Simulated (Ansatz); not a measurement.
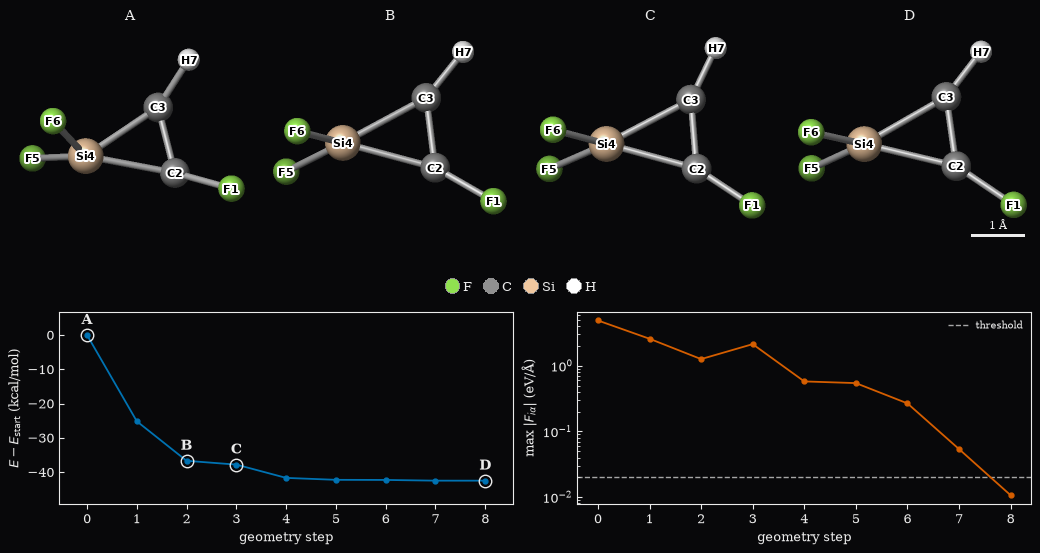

Frames of a relaxation of C2HF3Si, marked on the history of the run. The picture is a ball-and-stick view, seen face on.

The run prepares an end point of a later path (hydrogen shift) calculation, from a guessed geometry.

Theory: Ansatz 0.2.0, RKS PBE-D4/def2-SVP.

Input file:
```yaml
crystal:
  periodic: [false, false, false]
  atoms:
    - { symbol: F, position_ang: [0.2759, -2.0266, 0.8449] }
    - { symbol: C, position_ang: [-0.0762, -1.065, -0.0919] }
    - { symbol: C, position_ang: [0.7657, -0.1346, -0.4633] }
    - { symbol: Si, position_ang: [-0.7733, 0.513, -0.044] }
    - { symbol: F, position_ang: [-1.3617, 1.1878, -1.394] }
    - { symbol: F, position_ang: [-0.5991, 1.5162, 1.1721] }
    - { symbol: H, position_ang: [1.8298, -0.0588, -0.0695] }
basis:
  gaussian: { orbitals: def2-SVP }
hamiltonian:
  xc: pbe
  dispersion: d4
relax:
  f_tol: 0.02
  max_steps: 50
```

Command:
```bash
ansatz run input.yaml --threads 2 --pin off --max-ram 3072MiB --backend cpu --events-out ev --progress --plain --runs-dir out
```

Describe the path.

After 8 geometry steps the energy has fallen by 42.5 kcal/mol. Largest force component: 4.9 eV/Å at the start, 0.011 eV/Å at the end. The largest move after the best rigid fit is that of F6, 0.47 Å. By element the largest moves are F 0.47 Å, H 0.45 Å, C 0.36 Å, Si 0.23 Å. Some distances before and after: C3–Si4 1.722 → 1.803 Å, C2–Si4 1.726 → 1.791 Å, F1–C2 1.388 → 1.324 Å, C2–C3 1.309 → 1.369 Å. Among the angles between lasting bonds that change: F1–C2–Si4 135.8° → 158.9°, Si4–C3–H7 136.6° → 157.2°, C3–Si4–F5 106.2° → 124.4°. From step 0 to 2: F and H atoms move most (0.36 Å), energy −36.7 kcal/mol. From step 2 to 3: H7 moves most (0.20 Å), energy −1.11 kcal/mol. From step 3 to 8: H7 moves most (0.14 Å), energy −4.68 kcal/mol.
